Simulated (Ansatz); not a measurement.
## Geometry relaxation of CH₆BGaO₂ (part 2 of 2)

Continued. System: CH₆BGaO₂. Method: RKS PBE0-D4/def2-TZVP (Ansatz 0.2.0). The geometry: GFN2-xTB start.

Geometry of the input (Å):
```
C  -1.5683  -0.2362  0.4588
O  -0.2190  -0.0345  0.0656
B  0.8849  -0.1278  0.9491
O  2.0198  0.1055  0.3264
Ga 1.3448  0.4139  -1.3764
H  -1.8349  0.4593  1.2575
H  -2.2036  -0.0575  -0.4079
H  -1.7090  -1.2612  0.8096
H  0.7414  -0.3829  2.0838
H  1.1508  1.8914  -1.7947
H  1.3933  -0.7700  -2.3719
```

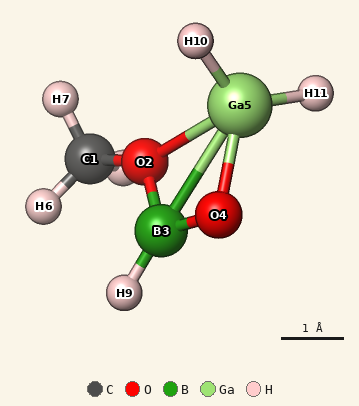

Fig. 1: The geometry at step 23 of the log (ball-and-stick view, seen at a tilt; atoms are numbered from 1 in the order of the input).

```
1328 factors; their error is unknown
mean field -58274.71519995 eV, -2141.5562835776 hartree, gradient 1.8e-5 eV, S^2 0.000000; 1 other end points of the search recorded, 0 dependent functions left out
the calculation of the forces begins
reference -58274.71523599 eV, -2141.5562849019 hartree; 32, 32 occupied and 176, 176 virtual orbitals, 1328 factors
Total energy: -58274.90521507 eV, -2141.5632665043 hartree
Atom 0 at    -1.559673    -0.268328     0.440723 Å, force    -0.004717    -0.000666     0.000701 eV/Å
Atom 1 at    -0.210008    -0.034629     0.090440 Å, force     0.004577    -0.000318     0.003486 eV/Å
Atom 2 at     0.881363     0.067087     0.984645 Å, force    -0.003957     0.001167    -0.002608 eV/Å
Atom 3 at     2.013460     0.282098     0.338649 Å, force     0.000631     0.000043     0.001462 eV/Å
Atom 4 at     1.334923     0.301300    -1.420211 Å, force     0.000088     0.000655    -0.001560 eV/Å
Atom 5 at    -1.651910    -0.353037     1.525353 Å, force     0.000651     0.000387    -0.004779 eV/Å
Atom 6 at    -2.175446     0.561437     0.089255 Å, force     0.002500    -0.003648     0.001541 eV/Å
Atom 7 at    -1.901185    -1.194704    -0.024595 Å, force     0.000236     0.004369     0.002363 eV/Å
Atom 8 at     0.696390    -0.042056     2.162849 Å, force     0.000212    -0.001297    -0.000768 eV/Å
Atom 9 at     1.079042     1.728340    -1.997910 Å, force    -0.000619    -0.000695    -0.000148 eV/Å
Atom 10 at     1.493055    -1.047510    -2.189198 Å, force     0.000400     0.000005     0.000309 eV/Å
Dipole moment:    -0.635474    -0.097211    -0.000874 e Å
```

### Trajectory as extended XYZ (Å, eV, eV/Å), 10 of the 40 frames kept, from step=1 to step=40
```
11
Properties=species:S:1:pos:R:3:forces:R:3 step=1 energy=-58274.85385
C    -1.5683   -0.2362    0.4588    0.0805   0.0048  -0.0416
O    -0.2190   -0.0345    0.0656   -0.0182  -0.0581   0.2572
B     0.8849   -0.1278    0.9491   -0.1298   0.0649  -0.3398
O     2.0198    0.1055    0.3264    0.3977   0.0205   0.0592
Ga    1.3448    0.4139   -1.3764   -0.1326   0.0913  -0.4702
H    -1.8349    0.4593    1.2575   -0.0270  -0.0024  -0.0316
H    -2.2036   -0.0575   -0.4079   -0.0031  -0.0048   0.0286
H    -1.7090   -1.2612    0.8096   -0.0242   0.0193  -0.0307
H     0.7414   -0.3829    2.0838   -0.1976  -0.1458   0.6003
H     1.1508    1.8914   -1.7947    0.0050   0.2649   0.0403
H     1.3933   -0.7700   -2.3719    0.0494  -0.2546  -0.0716
11
Properties=species:S:1:pos:R:3:forces:R:3 step=5 energy=-58274.88481
C    -1.5646   -0.2369    0.4580    0.0081   0.0014  -0.0101
O    -0.2136   -0.0355    0.0838   -0.0027   0.0025  -0.0025
B     0.8986   -0.1240    0.9532    0.0238  -0.0006   0.0026
O     2.0294    0.1115    0.3108   -0.0196  -0.0016   0.0036
Ga    1.3271    0.4188   -1.4109   -0.0020  -0.0045   0.0135
H    -1.8457    0.4517    1.2573   -0.0007  -0.0008   0.0018
H    -2.1899   -0.0470   -0.4134   -0.0011   0.0014   0.0000
H    -1.7189   -1.2647    0.7925   -0.0019  -0.0016  -0.0008
H     0.7370   -0.3848    2.1110    0.0015   0.0036  -0.0073
H     1.1486    1.9253   -1.7769   -0.0024   0.0001  -0.0011
H     1.3920   -0.8143   -2.3653   -0.0030   0.0001   0.0003
11
Properties=species:S:1:pos:R:3:forces:R:3 step=10 energy=-58274.88575
C    -1.5609   -0.2404    0.4517    0.0278   0.0095  -0.0124
O    -0.2090   -0.0285    0.0881    0.0066  -0.0020   0.0121
B     0.9031   -0.1037    0.9621   -0.0239  -0.0001  -0.0105
O     2.0318    0.1249    0.3156    0.0103   0.0028  -0.0001
Ga    1.3188    0.4047   -1.4081    0.0039   0.0006  -0.0060
H    -1.8268    0.3832    1.3062   -0.0084   0.0149   0.0272
H    -2.1867    0.0307   -0.3968   -0.0170   0.0098  -0.0170
H    -1.7296   -1.2891    0.7008   -0.0049  -0.0341   0.0028
H     0.7380   -0.3468    2.1227    0.0042   0.0018   0.0022
H     1.1361    1.9057   -1.7958    0.0005  -0.0030   0.0000
H     1.3851   -0.8407   -2.3464    0.0011  -0.0002   0.0016
11
Properties=species:S:1:pos:R:3:forces:R:3 step=14 energy=-58274.88648
C    -1.5597   -0.2423    0.4484   -0.0675  -0.0259   0.0316
O    -0.2076   -0.0196    0.0916   -0.0335  -0.0227   0.0036
B     0.9036   -0.0893    0.9660    0.0181   0.0631   0.0103
O     2.0327    0.1402    0.3193   -0.0176  -0.0288  -0.0044
Ga    1.3181    0.3934   -1.4086    0.0062   0.0100  -0.0006
H    -1.8131    0.3228    1.3516    0.0267  -0.0674  -0.0904
H    -2.1903    0.0975   -0.3760    0.0517  -0.0252   0.0783
H    -1.7386   -1.3091    0.6226    0.0114   0.1148  -0.0210
H     0.7394   -0.3172    2.1299   -0.0028  -0.0150  -0.0043
H     1.1280    1.8884   -1.8150    0.0043  -0.0025  -0.0049
H     1.3876   -0.8648   -2.3297    0.0031  -0.0003   0.0019
11
Properties=species:S:1:pos:R:3:forces:R:3 step=18 energy=-58274.89116
C    -1.5606   -0.2531    0.4480   -0.0814   0.0327  -0.0014
O    -0.2127   -0.0137    0.0906    0.0446   0.0271   0.0395
B     0.8954   -0.0376    0.9730   -0.0497  -0.1113  -0.0344
O     2.0272    0.1619    0.3229    0.0268   0.0580   0.0128
Ga    1.3261    0.3694   -1.4141   -0.0144  -0.0175  -0.0198
H    -1.7659    0.1603    1.4413    0.0093  -0.0669  -0.1086
H    -2.2020    0.2401   -0.2878    0.0521  -0.0658   0.1066
H    -1.7676   -1.3287    0.4482    0.0010   0.1080  -0.0035
H     0.7239   -0.2387    2.1409    0.0028   0.0385   0.0050
H     1.1305    1.8523   -1.8613    0.0039  -0.0061   0.0021
H     1.4058   -0.9122   -2.3016    0.0049   0.0032   0.0018
11
Properties=species:S:1:pos:R:3:forces:R:3 step=23 energy=-58274.89861
C    -1.5600   -0.2591    0.4438   -0.0913  -0.0216   0.0419
O    -0.2138   -0.0018    0.0941   -0.0307  -0.0101  -0.0150
B     0.8894    0.0034    0.9781    0.0465  -0.0130   0.0238
O     2.0238    0.2042    0.3305   -0.0279   0.0155  -0.0106
Ga    1.3289    0.3429   -1.4177    0.0098  -0.0098   0.0113
H    -1.7207   -0.0378    1.5047    0.0199  -0.0329  -0.1278
H    -2.2078    0.3806   -0.1614    0.0545  -0.0577   0.0688
H    -1.8057   -1.3096    0.2513    0.0264   0.1232   0.0118
H     0.7155   -0.1606    2.1518   -0.0058   0.0077  -0.0061
H     1.1229    1.8069   -1.9179   -0.0002  -0.0029  -0.0003
H     1.4275   -0.9692   -2.2574   -0.0012   0.0016   0.0022
11
Properties=species:S:1:pos:R:3:forces:R:3 step=27 energy=-58274.90235 accepted=F
C    -1.5598   -0.2661    0.4410   -0.1380  -0.0073   0.0325
O    -0.2107   -0.0299    0.0888    0.0146  -0.0007   0.0330
B     0.8840    0.0494    0.9835   -0.0270  -0.0078  -0.0403
O     2.0165    0.2617    0.3374   -0.0019   0.0040   0.0110
Ga    1.3344    0.3124   -1.4196   -0.0088  -0.0026  -0.0063
H    -1.6612   -0.2648    1.5345   -0.0098  -0.0126  -0.2174
H    -2.1880    0.5268    0.0147    0.1131  -0.1706   0.0975
H    -1.8788   -1.2388    0.0438    0.0438   0.1940   0.0858
H     0.6979   -0.0741    2.1602    0.0069   0.0049  -0.0028
H     1.0866    1.7502   -1.9756    0.0044  -0.0093   0.0027
H     1.4791   -1.0269   -2.2087    0.0027   0.0079   0.0044
11
Properties=species:S:1:pos:R:3:forces:R:3 step=31 energy=-58274.90444
C    -1.5599   -0.2663    0.4400   -0.0552  -0.0137   0.0299
O    -0.2097   -0.0327    0.0912   -0.0101   0.0072  -0.0215
B     0.8831    0.0555    0.9841    0.0199  -0.0164   0.0107
O     2.0158    0.2699    0.3387   -0.0144   0.0062  -0.0110
Ga    1.3331    0.3090   -1.4193    0.0042  -0.0022   0.0080
H    -1.6593   -0.2937    1.5297   -0.0129  -0.0022  -0.0987
H    -2.1819    0.5387    0.0377    0.0493  -0.0758   0.0424
H    -1.8863   -1.2230    0.0207    0.0200   0.0899   0.0393
H     0.7003   -0.0661    2.1616   -0.0031   0.0082  -0.0019
H     1.0816    1.7424   -1.9837    0.0009  -0.0034   0.0018
H     1.4832   -1.0338   -2.2007    0.0013   0.0023   0.0009
11
Properties=species:S:1:pos:R:3:forces:R:3 step=36 energy=-58274.90498 accepted=F
C    -1.5592   -0.2689    0.4403   -0.0402  -0.0098   0.0099
O    -0.2096   -0.0350    0.0904    0.0096  -0.0067   0.0098
B     0.8812    0.0704    0.9850   -0.0137   0.0290  -0.0009
O     2.0129    0.2883    0.3393    0.0064  -0.0129  -0.0006
Ga    1.3358    0.2985   -1.4202   -0.0072   0.0039  -0.0027
H    -1.6485   -0.3759    1.5246    0.0024   0.0060  -0.0542
H    -2.1731    0.5719    0.1074    0.0267  -0.0430   0.0162
H    -1.9058   -1.1852   -0.0439    0.0087   0.0446   0.0262
H     0.6955   -0.0333    2.1637    0.0014  -0.0112  -0.0034
H     1.0767    1.7229   -2.0032    0.0023  -0.0019  -0.0012
H     1.4942   -1.0536   -2.1834    0.0036   0.0020   0.0010
11
Properties=species:S:1:pos:R:3:forces:R:3 step=40 energy=-58274.90518
C    -1.5597   -0.2683    0.4407   -0.0047  -0.0007   0.0007
O    -0.2100   -0.0346    0.0904    0.0046  -0.0003   0.0035
B     0.8814    0.0671    0.9846   -0.0040   0.0012  -0.0026
O     2.0135    0.2821    0.3386    0.0006   0.0000   0.0015
Ga    1.3349    0.3013   -1.4202    0.0001   0.0007  -0.0016
H    -1.6519   -0.3530    1.5254    0.0007   0.0004  -0.0048
H    -2.1754    0.5614    0.0893    0.0025  -0.0036   0.0015
H    -1.9012   -1.1947   -0.0246    0.0002   0.0044   0.0024
H     0.6964   -0.0421    2.1628    0.0002  -0.0013  -0.0008
H     1.0790    1.7283   -1.9979   -0.0006  -0.0007  -0.0001
H     1.4931   -1.0475   -2.1892    0.0004   0.0000   0.0003
```

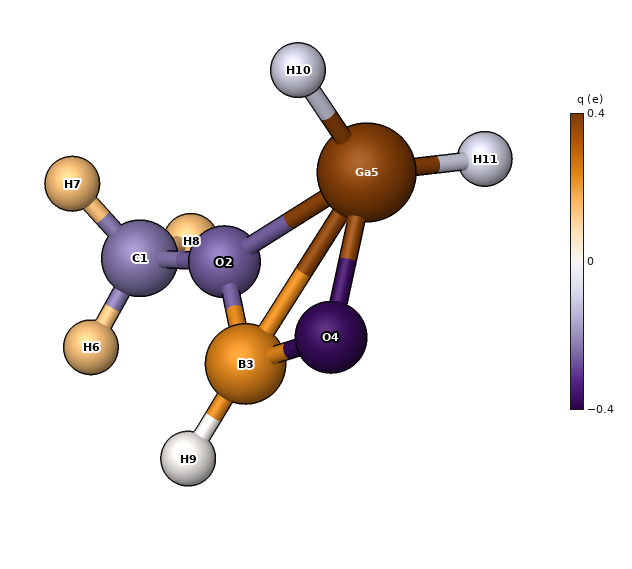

Fig. 2: Mulliken charges, as the colour of each atom (ball-and-stick view, seen at a tilt; atoms are numbered from 1 in the order of the input; Mulliken charges depend strongly on the basis). By element: C −0.23, O −0.37 to −0.26, B +0.23, Ga +0.38 and H −0.08 to +0.14 e.

### Summary

- outcome: converged
- total energy: −58274.9052 eV
- mean-field energy: −58274.7152 eV
- dispersion energy: −0.1900 eV
- SCF solution under orbital rotations: stable
- largest force (length of the vector) at the end: 0.006 eV/Å
- dipole moment: 3.09 D
- hardware: 4 threads of Arm Neoverse V1, 23 GiB of memory available, shared host
- wall time: 2.8 min (CPU time 11 min)
- peak memory: 0.61 GiB
